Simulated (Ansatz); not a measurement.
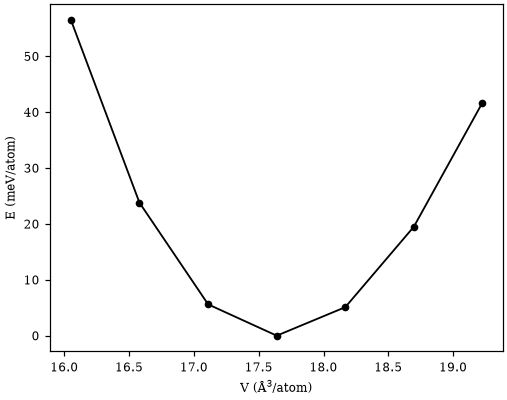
Fig. 1. ScSi in space group Cmcm (No. 63; Sc on 4c, Si on 4c) under volume change, PBEsol in the plane-wave PAW code Ansatz, shape and atoms relaxed at each volume.

**Question.** What does a third-order Birch–Murnaghan fit give for V₀, B₀ and B′?

**Answer.** V₀ = 17.64 Å³/atom, B₀ = 108 GPa, B′ = 4.1.

The first step of the workflow began from a Materials Project structure, measured or hypothetical; the Crystallography Open Database copy checked does not list it. Its standing as an ambient phase is unchecked. Symmetry was held in the PBEsol relaxation; its stability against distortions is not shown here. No spin polarisation was allowed.

Potentials: the earlier of the program's two PAW sets. The files were generated under PBE; for other functionals the program regenerates the frozen cores, and for LDA and PBEsol the local potential too.
